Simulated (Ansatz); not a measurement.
# BH3Cl− (SMILES [H][B-]([H])([H])Cl): wB97M-V/STO-3G

What is the energy change on altering one bond length of BH3Cl− at wB97M-V/STO-3G? 

The results are computed with Ansatz 0.2.0.

6 further runs of the same task are left out: 6 that didn't finish.

## 1. The molecule

BH3Cl−: 5 atoms, total charge -1, spin state singlet. As SMILES, `[H][B-]([H])([H])Cl`. Geometry: relaxed at GFN2-xTB.

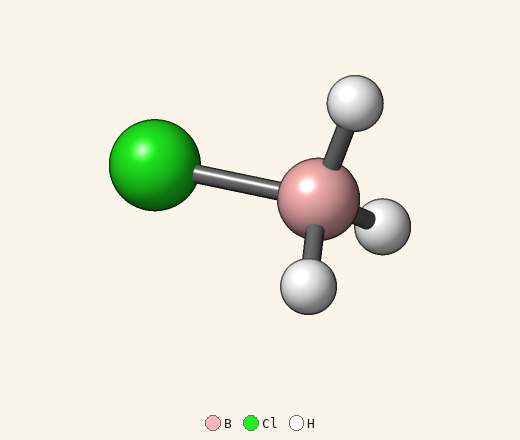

Viewed from a chosen angle; boron pink, chlorine green, hydrogen white.

## 2. The energy at wB97M-V/STO-3G

Contents of in.yaml:

```yaml
crystal:
  periodic: [false, false, false]
  atoms:
    - {symbol: B, position_ang: [-0.001280, 0.001630, -0.167010]}
    - {symbol: Cl, position_ang: [0.013600, -0.021140, 1.707330]}
    - {symbol: H, position_ang: [1.152300, 0.011380, -0.522240]}
    - {symbol: H, position_ang: [-0.586640, 1.005700, -0.497000]}
    - {symbol: H, position_ang: [-0.577980, -0.997580, -0.521080]}
basis:
  gaussian:
    orbitals: STO-3G
total_charge: -1
hamiltonian:
  xc: {name: wB97M-V}
accuracy: high
```

Command:

```console
$ ansatz run in.yaml --threads 1 --pin off --max-ram 2610MiB --events-out events.jsonl --progress --plain --runs-dir runs
```

Log:

```text
Warning: RAYON_NUM_THREADS=1 ignored (pool sized by the plan → 1); use --threads N
Functional definition: wB97M-V
  name "wB97M-V"
  parameter omega = 0.3/bohr
  parameter cx = 0.15
  parameter cx01 = 1.007
  parameter cx10 = 0.259
  parameter css00 = 0.443
  parameter css04 = -1.437
  parameter css10 = -4.535
  parameter css20 = -3.390
  parameter css43 = 4.278
  parameter cos00 = 1.000
  parameter cos10 = 1.358
  parameter cos20 = 2.924
  parameter cos21 = -8.812
  parameter cos60 = -1.390
  parameter cos61 = 9.142
  parameter b = 6.0
  parameter c = 0.01
  gx(w, u) = 1 - cx + cx01*u + cx10*w
  gss(w, u) = css00 + css04*u^4 + css10*w + css20*w^2 + css43*w^4*u^3
  gos(w, u) = cos00 + cos10*w + (cos20 + cos21*u)*w^2 + (cos60 + cos61*u)*w^6
  exchange = spin_sum(e_x_unif_sr(omega)*gx(b97_w, b97_u_x)) + cx*exact_x_sr(omega) + exact_x_lr(omega)
  correlation = spin_sum(e_c_pw_mod_same_spin*gss(b97_w, b97_u_same))
      + integral(e_c_pw_mod_opposite_spin*gos(b97_w_opposite, b97_u_opposite)) + vv10(b, c)
282 factors; integrals over basis functions are off by at most 2.4e-8 eV
137 factors; integrals over basis functions are off by at most 5.6e-10 eV
mean field evaluation 1: about -13102.6549 eV, gradient 1.4e1 eV
mean field evaluation 2: about -13103.3969 eV, gradient 5.0e0 eV
mean field evaluation 4: about -13103.4780 eV, gradient 2.9e-2 eV
mean field evaluation 8: about -13103.4451 eV, gradient 4.1e-4 eV
mean field -13103.44511830 eV, -481.5427262633 hartree, gradient 4.4e-8 eV, S^2 0.000000; 0 other end points of the search recorded, 0 dependent functions left out
reference -13103.44512044 eV, -481.5427263421 hartree; 13, 13 occupied and 4, 4 virtual orbitals, 282 factors
Total energy: -13103.44512044 eV, -481.5427263421 hartree
```

Run time: 11 s. Hardware: 1 thread of Intel Xeon Platinum 8259CL at 2.50GHz (Skylake/Cascade Lake), shared host; peak memory 0.26 GiB.

## 3. The distorted shape, same level

Contents of job.yaml:

```yaml
basis:
  gaussian: {orbitals: STO-3G}
crystal:
  periodic: [false, false, false]
  atoms:
    - {symbol: B, position_ang: [-0.289633, -0.000807, -0.078215]}
    - {symbol: Cl, position_ang: [-0.274753, -0.023577, 1.796125]}
    - {symbol: H, position_ang: [1.152300, 0.011380, -0.522240]}
    - {symbol: H, position_ang: [-0.874993, 1.003263, -0.408205]}
    - {symbol: H, position_ang: [-0.866333, -1.000017, -0.432285]}
accuracy: high
hamiltonian: {xc: {name: wB97M-V}}
total_charge: -1
```

Command:

```console
$ ansatz run job.yaml --threads 1 --pin off --max-ram 2610MiB --events-out events.jsonl --progress --plain --runs-dir runs
```

Log, shortened:

```text
Warning: RAYON_NUM_THREADS=1 ignored (pool sized by the plan → 1); use --threads N
[... 2 set-up lines as earlier in the session ...]
[...]
  gx(w, u) = 1 - cx + cx01*u + cx10*w
  gss(w, u) = css00 + css04*u^4 + css10*w + css20*w^2 + css43*w^4*u^3
  gos(w, u) = cos00 + cos10*w + (cos20 + cos21*u)*w^2 + (cos60 + cos61*u)*w^6
[...]
      + integral(e_c_pw_mod_opposite_spin*gos(b97_w_opposite, b97_u_opposite)) + vv10(b, c)
281 factors; integrals over basis functions are off by at most 3.3e-8 eV
137 factors; integrals over basis functions are off by at most 6.1e-10 eV
[...]
mean field -13102.45780630 eV, -481.5064432168 hartree, gradient 1.6e-8 eV, S^2 0.000000; 0 other end points of the search recorded, 0 dependent functions left out
reference -13102.45780851 eV, -481.5064432977 hartree; 13, 13 occupied and 4, 4 virtual orbitals, 281 factors
Total energy: -13102.45780851 eV, -481.5064432977 hartree
```

Run time: 14 s. Hardware: 1 thread of Intel Xeon Platinum 8259CL at 2.50GHz (Skylake/Cascade Lake), shared host; peak memory 0.26 GiB.

## 4. Summary of results

At wB97M-V/STO-3G:

| quantity | value |
| --- | --- |
| first shape: total energy | -481.54273 Eh |
| distorted shape: total energy | -481.50644 Eh |
| energy change with the B1–H3 bond stretched from 1.207 to 1.509 Å | 0.987 eV |

In words: With the B1–H3 bond stretched from 1.207 to 1.509 Å the energy rises by 0.99 eV (22.8 kcal/mol). The first shape isn't relaxed at this level, so the change isn't measured from a minimum. The minimal basis adds a large error of its own.
